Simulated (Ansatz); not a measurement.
# Lattice dynamics of (ZnO)2(SiC)2 [0001] superlattice, started as wurtzite, part 2 of 2

Wanted: phonon frequencies of (ZnO)2(SiC)2 [0001] superlattice, started as wurtzite and what follows from them.

Ansatz 0.2.0; DFT PBEsol, scalar-relativistic, plane waves, PAW.

So far. Step 4 (Relaxing to small forces for the phonons): The largest force component left is 0.97 meV/Å and the pressure is 0.000 GPa, within the tolerances set. The cell now holds 11.54 Å³/atom. The relaxed cell has a = 3.183, c = 10.519 Å (conventional setting).

The structure was built from a prototype and need not be the compound's stable phase.

## (5) Zone-centre response

The zone centre is the only wavevector solved here; it holds the modes that light can see, as far as symmetry allows. No field response is asked, since the mesh shows no gap.

The input, input.yaml:

```yaml
crystal:
  lattice:
    - [3.1834761031, 0.0, 0.0]
    - [-1.5917380516, 2.7569711776, 0.0]
    - [0.0, 0.0, 10.5192966978]
  atoms:
    - { symbol: C, position: [0.3333333333, 0.6666666667, 0.6847313817] }
    - { symbol: C, position: [0.6666666667, 0.3333333333, 0.924444723] }
    - { symbol: O, position: [0.3333333333, 0.6666666667, 0.1941217203] }
    - { symbol: O, position: [0.6666666667, 0.3333333333, 0.4575745324] }
    - { symbol: Si, position: [0.3333333333, 0.6666666667, 0.5107254654] }
    - { symbol: Si, position: [0.6666666667, 0.3333333333, 0.7505912883] }
    - { symbol: Zn, position: [0.3333333333, 0.6666666667, -0.0097151279] }
    - { symbol: Zn, position: [0.6666666667, 0.3333333333, 0.2375260168] }
kpoints:
  mp_grid: { grid: [12, 12, 4] }
hamiltonian:
  xc: pbesol
scf:
  occupations: { method: methfessel_paxton, width: 0.2 }
output:
  eigenvalues: true
phonons:
  method: dfpt
```

Launch:

```sh
$ ansatz run input.yaml --threads 8 --pin off --max-ram 14336MiB --backend cpu --events-out ev --progress --plain --runs-dir out
```

Numbers of over 12 decimals in the logs are rounded to 6 here.

The program printed:

```text
[...]
Crystal: 8 atoms, lattice volume = 92.325 Å³
Basis set: ecut = 420 eV, 1799 PW (Γ), exchange–correlation on 48×48×144 points (8 copies of the dense FFT grid, shifted against one another)
Bands: 34, of which v1, the nominal top of the filled ones, is band 26 counted from 1 (25 counted from 0)
Symmetry: 6 space group operations
k-points: 164 of 576 (irreducible under 2 space group operations, time reversal used)
[...]
SCF iter   1: F=—  HF=-9417.564918 eV  |F-HF|=—  |Δ(HF+E_count)|=         —  Δρ=1.49e-2  dr2=3.04e-1  ethr=1.77e-3  ⟨swp⟩=6.0  Hψ=25768  notcnv=0
[...]
SCF iter  17: F=-9417.509207 eV  HF=-9417.509207 eV  |F-HF|=3.64e-12  |Δ(HF+E_count)|=    0.00e0  S|Δr|=    0.00e0  Δρ=2.43e-8  dr2=1.48e-12  ethr=1.00e-12  ⟨swp⟩=10.0  Hψ=27910  notcnv=0
SCF 1 converged in 17 iterations: F = -9417.509207 eV  dr2 = 1.48e-12
[...]
DFPT response loops at Γ: preconditioner auto → Kerker (q_TF=auto, 2.479 Å⁻¹) (partly filled bands, converged f_vac=0.001); β = 1.00, the filter's whole step (`scf.mixing.beta` (0.50) is not read by the response loops under this deck's `scf.mixing.preconditioner`; to damp them name `kerker` or `kerker_dos`, under which they read `scf.mixing.beta`, and type it under 1.00, their step now; both keys bind the ground state too); Broyden in place of MSR1
SCF converged after 17 iterations
[...]
Free energy (F): -9417.509207 eV
[...]
Internal energy: -9417.502366 eV  (E = F + TS)
E sigma→0 (E₀):  -9417.507497 eV
Entropy (-TS):   -0.006841 eV (-0.855 meV/atom)
Fermi energy:    9.531310 eV
Step filling:    the computed levels leave a gap of 0.0000 eV = 0.0 smearing widths at the electron count; against every level under it full and every level over it empty, smearing changes F+E_penalty+E_count by -2.244 meV and its σ→0 estimate by -0.534 meV
[...]
--- Band table (eV; the first three rows and the last of 164) ---
  k-point 0: bands = [... 22 lower, 7.5018, 7.5018, 7.6202, 10.4470, 10.9439, 10.9439, 13.1257, 14.0433, ... 4 higher]
  k-point 1: bands = [... 22 lower, 7.5042, 7.5042, 8.0285, 10.3599, 10.9438, 10.9438, 13.0789, 14.0415, ... 4 higher]
  k-point 2: bands = [... 22 lower, 7.5065, 7.5065, 8.2822, 10.2643, 10.9437, 10.9437, 13.0422, 14.0396, ... 4 higher]
  k-point 163: bands = [... 22 lower, 5.2299, 6.6440, 7.3606, 7.8039, 11.0174, 11.2128, 13.2591, 13.8656, ... 4 higher]
--- Phonons (Γ-DFPT): 16 representative perturbations + reference, on 164 of 576 k-points (Σ response iterations 59) ---
  k mesh reduced under 2 symmetry operations, with k and −k counted as one. Each operation leaves every solved perturbation unchanged. A smaller set is not used because it would not reduce the number of displacements times k-points to solve
  ASR residual: 5.734e-5 → 0.000e0 eV/Å²; symmetrization residual: 3.674e-5 eV/Å²
  ASR residual per site (eV/Å²): 3.38e-5 1.17e-5 1.27e-5 2.42e-5 7.65e-6 5.73e-5 2.90e-5 2.68e-5
  Γ frequencies (cm⁻¹): 0.00 0.00 0.00 62.88 62.88 101.48 101.48 119.81 190.01 190.01 198.09 210.72 210.72 298.59 363.83 501.30 515.29 515.29 548.12 548.12 615.54 615.54 812.67 825.45
  non-analytic LO–TO correction: not included (Born effective charges unavailable; polar crystals: no LO–TO splitting at Γ)
```

Elapsed: 3.8 min, on 8 threads of Arm Neoverse N1, shared host; peak memory 2.1 GiB.

Reading the cycles: dr2 is the Hartree energy of the density residual (eV), the measure of convergence; HF is the Harris–Foulkes estimate of the energy, which meets the free energy F at convergence.

This step gave:

```yaml
sum_rule_residual_before_enforcement: 5.73e-5 eV/Å²
point_group: 3m
highest_optical_mode_at_the_zone_centre_no_lo_to_term: 825.5 cm⁻¹
lowest_optical_zone_centre_mode: 62.88 cm⁻¹
```

Patterns of degenerate modes are one choice out of their space. The modes at Γ (shares of kinetic energy by element, %):

| mode | frequency (cm⁻¹) | symmetry | C % | O % | Si % | Zn % |
| --- | --- | --- | --- | --- | --- | --- |
| 1 | 0.0 | acoustic | 10 | 13 | 23 | 54 |
| 2 | 0.0 | acoustic | 10 | 13 | 23 | 54 |
| 3 | 0.0 | acoustic | 10 | 13 | 23 | 54 |
| 4 | 62.9 | E | 4 | 16 | 28 | 52 |
| 5 | 62.9 | E | 4 | 16 | 28 | 52 |
| 6 | 101.5 | E | 8 | 7 | 28 | 57 |
| 7 | 101.5 | E | 8 | 7 | 28 | 57 |
| 8 | 119.8 | A1 | 9 | 6 | 22 | 63 |
| 9 | 190.0 | E | 17 | 0 | 77 | 6 |
| 10 | 190.0 | E | 17 | 0 | 77 | 6 |
| 11 | 198.1 | A1 | 2 | 12 | 9 | 77 |
| 12 | 210.7 | E | 1 | 82 | 16 | 0 |
| 13 | 210.7 | E | 1 | 82 | 16 | 0 |
| 14 | 298.6 | A1 | 2 | 89 | 8 | 1 |
| 15 | 363.8 | A1 | 9 | 56 | 31 | 4 |
| 16 | 501.3 | A1 | 15 | 22 | 62 | 0 |
| 17 | 515.3 | E | 2 | 80 | 0 | 18 |
| 18 | 515.3 | E | 2 | 80 | 0 | 18 |
| 19 | 548.1 | E | 86 | 2 | 0 | 12 |
| 20 | 548.1 | E | 86 | 2 | 0 | 12 |
| 21 | 615.5 | E | 72 | 0 | 28 | 0 |
| 22 | 615.5 | E | 72 | 0 | 28 | 0 |
| 23 | 812.7 | A1 | 76 | 0 | 24 | 0 |
| 24 | 825.5 | A1 | 79 | 0 | 21 | 0 |

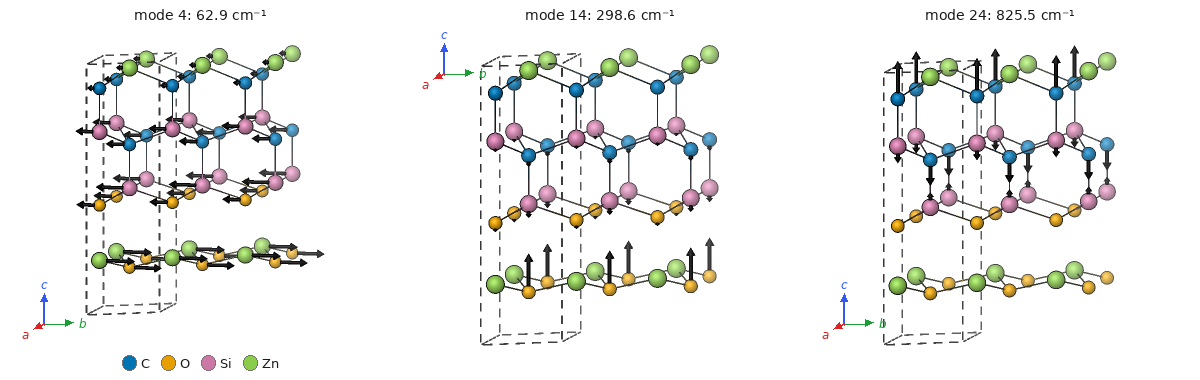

Displacement patterns of modes 4, 14 and 24 at Γ; arrows are exaggerated. 2×3×1 cells are drawn.

Before it was imposed, the acoustic sum rule was missed by 5.7e-5 eV/Å². Small misses are needed for a sound result but don't prove that mesh and cutoff are converged. The lowest optical mode is real, 62.9 cm⁻¹.

## (6) Isotope substitution, element C, natural mass 12.011 amu

An isotope changes the mass and not the force constants, so no new electronic calculation is needed; the shifts show which modes move this element.

The same force constants with the mass of C changed from 12.011 to 13.003 u (phonopy, no LO-TO term). Both lists are sorted by frequency; levels can cross, so a row need not hold one and the same mode. Modes under 3 cm⁻¹ are left out. Isotope shifts, by row:

| q | rank | natural mass (cm⁻¹) | changed mass (cm⁻¹) |
| --- | --- | --- | --- |
| 0 0 0 | 4 | 62.88 | 62.77 |
| 0 0 0 | 5 | 62.88 | 62.77 |
| 0 0 0 | 6 | 101.5 | 101.2 |
| 0 0 0 | 7 | 101.5 | 101.2 |
| 0 0 0 | 8 | 119.8 | 119.4 |
| 0 0 0 | 9 | 190 | 188.7 |
| 0 0 0 | 10 | 190 | 188.7 |
| 0 0 0 | 11 | 198.1 | 198 |
| 0 0 0 | 12 | 210.7 | 210.6 |
| 0 0 0 | 13 | 210.7 | 210.6 |
| 0 0 0 | 14 | 298.6 | 298.4 |
| 0 0 0 | 15 | 363.8 | 362.6 |
| 0 0 0 | 16 | 501.3 | 498.1 |
| 0 0 0 | 17 | 515.3 | 514.4 |
| 0 0 0 | 18 | 515.3 | 514.4 |
| 0 0 0 | 19 | 548.1 | 530.3 |
| 0 0 0 | 20 | 548.1 | 530.3 |
| 0 0 0 | 21 | 615.5 | 598.4 |
| 0 0 0 | 22 | 615.5 | 598.4 |
| 0 0 0 | 23 | 812.7 | 788.2 |
| 0 0 0 | 24 | 825.5 | 801.1 |

A mode of this element alone would shift by -3.89 %. The highest zone-centre frequency without the field goes from 825.5 to 801.1 cm⁻¹ (-2.9 %). The product of the frequency ratios over all optical modes at Γ is 0.798; the product rule, (m/m′)^(3k/2) (M′/M)^(3/2) with k = 2 such atoms and M the mass of the cell, gives 0.798.

## (7) Isotope substitution, element O, natural mass 15.999 amu

The same for O, from 16.00 to 18.00 u.

The same force constants with the mass of O changed from 15.999 to 17.999 u (phonopy, no LO-TO term). Both lists are sorted by frequency; levels can cross, so a row need not hold one and the same mode. Modes under 3 cm⁻¹ are left out. Isotope shifts, by row:

| q | rank | natural mass (cm⁻¹) | changed mass (cm⁻¹) |
| --- | --- | --- | --- |
| 0 0 0 | 4 | 62.88 | 62.27 |
| 0 0 0 | 5 | 62.88 | 62.27 |
| 0 0 0 | 6 | 101.5 | 101 |
| 0 0 0 | 7 | 101.5 | 101 |
| 0 0 0 | 8 | 119.8 | 119.3 |
| 0 0 0 | 9 | 190 | 190 |
| 0 0 0 | 10 | 190 | 190 |
| 0 0 0 | 11 | 198.1 | 196.6 |
| 0 0 0 | 12 | 210.7 | 200.9 |
| 0 0 0 | 13 | 210.7 | 200.9 |
| 0 0 0 | 14 | 298.6 | 283.3 |
| 0 0 0 | 15 | 363.8 | 351.9 |
| 0 0 0 | 16 | 501.3 | 491.7 |
| 0 0 0 | 17 | 515.3 | 491.7 |
| 0 0 0 | 18 | 515.3 | 495.4 |
| 0 0 0 | 19 | 548.1 | 547.8 |
| 0 0 0 | 20 | 548.1 | 547.8 |
| 0 0 0 | 21 | 615.5 | 615.5 |
| 0 0 0 | 22 | 615.5 | 615.5 |
| 0 0 0 | 23 | 812.7 | 812.5 |
| 0 0 0 | 24 | 825.5 | 825.3 |

A mode of this element alone would shift by -5.72 %. The highest zone-centre frequency without the field goes from 825.5 to 825.3 cm⁻¹ (-0.0 %). The product of the frequency ratios over all optical modes at Γ is 0.720; the product rule, (m/m′)^(3k/2) (M′/M)^(3/2) with k = 2 such atoms and M the mass of the cell, gives 0.720.

## (8) Another isotope, element Si, natural mass 28.085 amu

The same for Si, from 28.09 to 29.97 u.

The same force constants with the mass of Si changed from 28.085 to 29.974 u (phonopy, no LO-TO term). Both lists are sorted by frequency; levels can cross, so a row need not hold one and the same mode. Modes under 3 cm⁻¹ are left out. Isotope shifts, by row:

| q | rank | natural mass (cm⁻¹) | changed mass (cm⁻¹) |
| --- | --- | --- | --- |
| 0 0 0 | 4 | 62.88 | 62.31 |
| 0 0 0 | 5 | 62.88 | 62.31 |
| 0 0 0 | 6 | 101.5 | 100.6 |
| 0 0 0 | 7 | 101.5 | 100.6 |
| 0 0 0 | 8 | 119.8 | 118.9 |
| 0 0 0 | 9 | 190 | 185.3 |
| 0 0 0 | 10 | 190 | 185.3 |
| 0 0 0 | 11 | 198.1 | 197.5 |
| 0 0 0 | 12 | 210.7 | 209.7 |
| 0 0 0 | 13 | 210.7 | 209.7 |
| 0 0 0 | 14 | 298.6 | 297.8 |
| 0 0 0 | 15 | 363.8 | 360.1 |
| 0 0 0 | 16 | 501.3 | 491.3 |
| 0 0 0 | 17 | 515.3 | 515.3 |
| 0 0 0 | 18 | 515.3 | 515.3 |
| 0 0 0 | 19 | 548.1 | 548.1 |
| 0 0 0 | 20 | 548.1 | 548.1 |
| 0 0 0 | 21 | 615.5 | 610.2 |
| 0 0 0 | 22 | 615.5 | 610.2 |
| 0 0 0 | 23 | 812.7 | 806.2 |
| 0 0 0 | 24 | 825.5 | 820.6 |

A mode of this element alone would shift by -3.20 %. The highest zone-centre frequency without the field goes from 825.5 to 820.6 cm⁻¹ (-0.6 %). The product of the frequency ratios over all optical modes at Γ is 0.842; the product rule, (m/m′)^(3k/2) (M′/M)^(3/2) with k = 2 such atoms and M the mass of the cell, gives 0.842.

## (9) Another isotope, element Zn, natural mass 65.38 amu

The same for Zn, from 65.38 to 67.92 u.

A mode of this element alone would shift by -1.89 %. The highest zone-centre frequency without the field goes from 825.5 to 825.4 cm⁻¹ (-0.0 %). The product of the frequency ratios over all optical modes at Γ is 0.920; the product rule, (m/m′)^(3k/2) (M′/M)^(3/2) with k = 2 such atoms and M the mass of the cell, gives 0.920.

## (10) Outcome

```
space group after relaxation (within 0.01 Å)            : P3m1
volume per atom                                         : 11.5 Å³
electronic character                                    : no gap on this mesh
highest optical mode at the zone centre (no LO-TO term) : 825 cm⁻¹
lowest optical zone-centre mode                         : 62.9 cm⁻¹
imaginary modes at Γ (the only wavevector solved)       : none
```

In words: The structure is stable against zone-centre distortions, since no mode there is imaginary; other wavevectors were not solved, so zone-boundary instabilities are untested. The optical modes at Γ span 63 to 825 cm⁻¹. No dispersion was computed. The highest mode in this list at Γ, 825.5 cm⁻¹, is mostly motion of C (79 % of the kinetic energy). With no gap, or one that is small against the smearing, the frequencies hang on the k mesh and the smearing, most of all near Kohn anomalies. The starting cell was built on a prototype and not taken from a measurement, so the phase need not exist. These are harmonic frequencies at zero temperature: anharmonic shifts, linewidths and thermal expansion are left out.

[Logs are printed without paths, hosts, clocks, repeated set-up lines and the standing remarks that a program may print on its own settings, such as how far it seeks lower states.]

[Hosts, paths, dates, database ids (printed as entryN), source tags and the programs' standing remarks are cut or masked in the printed files.]
